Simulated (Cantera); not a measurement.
Feed: 1 mol BF3, 0.16 mol NH3, a varied amount of H2, at 1200 K and 7.10 mbar.

Cantera equilibrium calculation (NASA polynomials, part measured and part estimated; ideal gas, pure solids and liquids). Candidate condensed phases: B, BN; 31 gas species. The tables' values for BF2 are old estimates; treat these amounts as uncertain. Equilibrium is a limit: real reactors are often held back by kinetics, nucleation or transport.

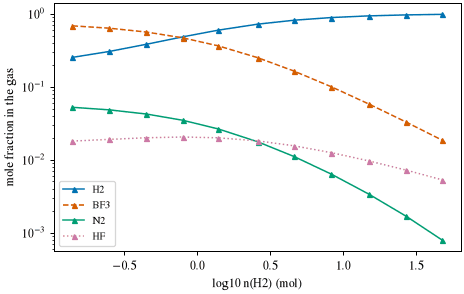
Fig. 1. Equilibrium gas composition (values under 1e-9 drawn at 1e-9)

From 0.14 mol H2 to 48 mol H2 the condensed part is BN(s). The main B-bearing gas is BF3 throughout. The share of B in condensed phases is highest at 48 mol H2 (8.3 %) and lowest at 0.14 mol H2 (0.8 %).
